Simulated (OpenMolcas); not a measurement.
# One shape, several levels: singlet [SiCl3]+

We compute a comparison of 6 runs (M06-2X/aug-cc-pVDZ, M06-L/aug-cc-pVDZ, PBE/aug-cc-pVDZ, r2SCAN/aug-cc-pVDZ, revPBE/aug-cc-pVDZ, MP2/aug-cc-pVDZ) of singlet [SiCl3]+. 

Program for the calculation: OpenMolcas 26.06.

### 1 The molecule

[SiCl3]+: 4 atoms, total charge +1, spin state singlet. SMILES of the parent species: `Cl[Si](Cl)Cl`. Geometry: relaxed at PBE0-D4/def2-TZVP. That shape belongs to the parent species and isn't relaxed for this state.

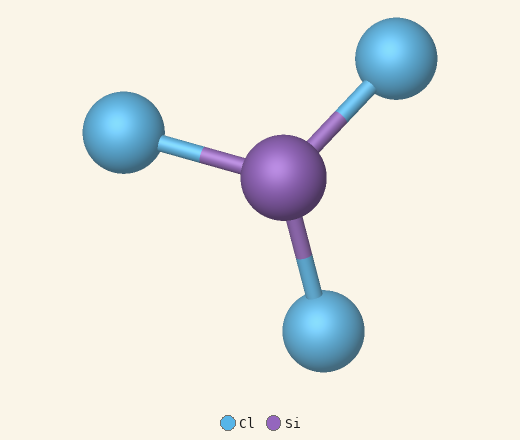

Viewed from a chosen angle; chlorine blue, silicon purple.

### 2 A single-point energy at M06-2X/aug-cc-pVDZ (run 1)

calc.inp reads:

```
* Cl3Si Kohn-Sham DFT
&GATEWAY
BasLib=$CurrDir
Coord
4
angstrom
Cl      -1.524800      -0.591600       1.030100
Si       0.116100       0.389400       0.310600
Cl       1.694700      -0.903800       0.219000
Cl      -0.286000       1.105900      -1.559700
Basis=aug-cc-pVDZ
Group=NoSym
&SEWARD
GridInput
Grid=UltraFine
End of Grid
&SCF
Charge=1
KSDFT=M062X
Thresholds=1e-10 1e-07 1e-07 1e-05
PrOrbitals=1
```

The basis set aug-cc-pVDZ is read from a file made from the Basis Set Exchange's data (not shown).

The run is started by

```bash
export MOLCAS_MEM=1860
pymolcas calc.inp > calc.log
```

Log:

```text
--- Start Module: gateway ---
[...]
--- Stop Module: gateway /rc=_RC_ALL_IS_WELL_ ---
--- Start Module: seward ---
[...]
      Basis functions          108
--- Stop Module: seward /rc=_RC_ALL_IS_WELL_ ---
[...]
--- Start Module: scf ---
[...]
       Convergence after  15 Iterations
[...]
::    Total KS-DFT energy                           -1669.7974937494
[...]
      Total spin, S                                     0.0000000000
[...]
      Total electronic charge=   64.000000
      Total            charge=    1.000000
[...]
      Dipole Moment (debye):
      Origin of the operator (angstrom)=   -0.0061   -0.0205   -0.0163
                   X=  4.9274E-01               Y=  1.6520E+00               Z=  1.3176E+00           Total=  2.1698E+00
      Center of Charge (angstrom)
[...]
--- Stop Module: scf /rc=_RC_ALL_IS_WELL_ ---
[...]
```

Wall time 50 s (1 thread of Intel Xeon Platinum 8259CL at 2.50GHz (Skylake/Cascade Lake), shared host); peak memory 0.63 GiB.

### 3 The energy at M06-L/aug-cc-pVDZ (run 2)

mol.input reads:

```
>>> EXPORT MOLCAS_PRINT=2
&GATEWAY
BasLib=$CurrDir
Coord
4
bohr
Cl    -2.88145439    -1.11796198     1.94660688
Si     0.21939720     0.73585935     0.58694893
Cl     3.20251886    -1.70793447     0.41385002
Cl    -0.54046167     2.08984812    -2.94740584
Basis=aug-cc-pVDZ
Group=NoSym
&SEWARD
GridInput
Grid=UltraFine
End of Grid
&SCF
Charge=1
KSDFT=M06L
Thresholds=1e-10 1e-07 1e-07 1e-05
PrOrbitals=1 1
```

The basis set aug-cc-pVDZ is read from a file made from the Basis Set Exchange's data (not shown).

The run is started by

```bash
export MOLCAS_MEM=1860
pymolcas mol.input > mol.log
```

Log:

```text
--- Start Module: gateway ---
[...]
--- Stop Module: gateway /rc=_RC_ALL_IS_WELL_ ---
--- Start Module: seward ---
[...]
      Basis functions          108
--- Stop Module: seward /rc=_RC_ALL_IS_WELL_ ---
[...]
--- Start Module: scf ---
[...]
       Convergence after  17 Iterations
[...]
::    Total KS-DFT energy                           -1669.8694879500
[...]
      Total spin, S                                     0.0000000000
[...]
      Total electronic charge=   64.000000
      Total            charge=    1.000000
[...]
      Dipole Moment (debye):
      Origin of the operator (angstrom)=   -0.0061   -0.0205   -0.0163
                   X=  4.5812E-01               Y=  1.5363E+00               Z=  1.2253E+00           Total=  2.0177E+00
      Center of Charge (angstrom)
[...]
--- Stop Module: scf /rc=_RC_ALL_IS_WELL_ ---
[...]
```

It took 55 s on 1 thread of Intel Xeon Platinum 8259CL at 2.50GHz (Skylake/Cascade Lake), shared host; peak memory 0.63 GiB.

Runs 3 to 5 aren't shown in full; the table further down has their settings and results.

### 4 A single-point energy at MP2/aug-cc-pVDZ (run 6)

calc.inp reads:

```
* Cl3Si MP2
>>> EXPORT MOLCAS_PRINT=2

&gateway
 baslib = $CurrDir
 coord
 4
 angstrom
 Cl      -1.524800      -0.591600       1.030100
 Si       0.116100       0.389400       0.310600
 Cl       1.694700      -0.903800       0.219000
 Cl      -0.286000       1.105900      -1.559700
 basis = aug-cc-pVDZ
 group = NoSym

&seward

&scf
 charge = 1
 thresholds = 1e-10 1e-07 1e-07 1e-05
 prorbitals = 1 1

&mbpt2
 frozen = 20
```

The basis set aug-cc-pVDZ is read from a file made from the Basis Set Exchange's data (not shown).

The run is started by

```bash
export MOLCAS_MEM=1860
pymolcas calc.inp > calc.log
```

Log:

```text
--- Start Module: gateway ---
[...]
--- Stop Module: gateway /rc=_RC_ALL_IS_WELL_ ---
[...]
      Basis functions          108
[...]
--- Start Module: scf ---
[...]
       Convergence after  18 Iterations
[...]
::    Total SCF energy                              -1667.2290963758
[...]
      Total spin, S                                     0.0000000000
[...]
      Total electronic charge=   64.000000
      Total            charge=    1.000000
[...]
      Dipole Moment (debye):
      Origin of the operator (angstrom)=   -0.0061   -0.0205   -0.0163
                   X=  6.1042E-01               Y=  2.0471E+00               Z=  1.6326E+00           Total=  2.6886E+00
      Center of Charge (angstrom)
[...]
--- Stop Module: scf /rc=_RC_ALL_IS_WELL_ ---
[...]
--- Start Module: mbpt2 ---
[...]
WARNING!
Default frozen orbitals as non valence orbitals is overwritten by user input.
Default values:  17
[...]
       Reference weight ( Cref**2 )         =        0.81620
::    Total MBPT2 energy                            -1667.7458682796
[...]
      Total MBPT2 calculations                           0.67      0.75
--- Stop Module: mbpt2 /rc=_RC_ALL_IS_WELL_ ---
[...]
```

It took 21 s on 1 thread of Intel Xeon Platinum 8259CL at 2.50GHz (Skylake/Cascade Lake), shared host; peak memory 0.63 GiB.

### 5 Overview of the runs

```csv
run,level,integration grid,frozen core orbitals,energy (Eh),HOMO energy (eV),LUMO energy (eV),HOMO–LUMO gap (eV),wall time
1,M06-2X/aug-cc-pVDZ,UltraFine,–,-1669.797494,-16.45,-10.37,6.08,50 s
2,M06-L/aug-cc-pVDZ,UltraFine,–,-1669.869488,-14.08,-11.79,2.30,55 s
3,PBE/aug-cc-pVDZ,UltraFine,–,-1669.174094,-13.73,-11.83,1.91,45 s
4,r2SCAN/aug-cc-pVDZ,UltraFine,–,-1669.763788,-14.09,-11.82,2.27,56 s
5,revPBE/aug-cc-pVDZ,UltraFine,–,-1669.570431,-13.69,-11.76,1.93,46 s
6,MP2/aug-cc-pVDZ,–,20,-1667.745868,-18.45,-8.07,10.38,21 s
```

### 6 Summary of results

```
                                           quantity           value
                                run 6: total energy  -1667.74587 Eh
         run 6: HOMO energy (Hartree–Fock orbitals)       -18.45 eV
         run 6: LUMO energy (Hartree–Fock orbitals)        -8.07 eV
       run 6: HOMO–LUMO gap (Hartree–Fock orbitals)        10.38 eV
run 6: correlation energy (20 core orbitals frozen)      -516.8 mEh
```

**Reading.** Over runs 1, 2, 3, 4, 5 the HOMO–LUMO gap runs from 1.91 eV (PBE/aug-cc-pVDZ) to 6.08 eV (M06-2X/aug-cc-pVDZ). Totals of different functionals can't be ranked against each other. All runs together took 4.5 min, the longest 56 s.
